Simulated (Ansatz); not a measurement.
A computed series for CrCuO2: response to strain

Take CrCuO₂ (space group R-3m, No. 166; ferromagnetic) as the base.

```
CrCuO2
1.0
    1.48189     0.85557     5.64014
   -1.48189     0.85557     5.64014
    0.00000    -1.71114     5.64014
Cu Cr O
1 1 2
Direct
  0.00000   0.00000   0.00000
  0.50000   0.50000   0.50000
  0.10812   0.10812   0.10812
  0.89188   0.89188   0.89188
```

Cartesian axes are those of the cell as printed.

Strains are applied to the cell and any free atomic positions relax; under biaxial strain the out-of-plane vector relaxes too.

Method: PBEsol (Ansatz, a program for electronic structure), no SOC.

Notes on the quantities. pressure: mean of the normal stresses, compression positive.

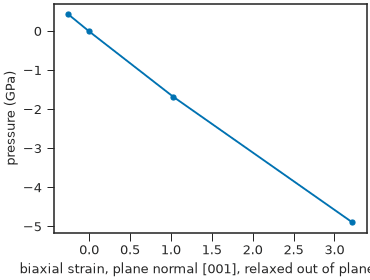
*Pressure against biaxial strain, plane normal [001], relaxed out of plane*

```tsv
biaxial strain, plane normal [001], relaxed out of plane (%)	pressure
-0.26	0.44 GPa
1.03	-1.68 GPa
3.22	-4.90 GPa
```

Whether these cells are dynamically stable was not tested. No Hubbard U is applied and the magnetic state is the run's own (CrCuO2 ferromagnetic); other magnetic orders, which need larger cells, were not tried and can change the gap.
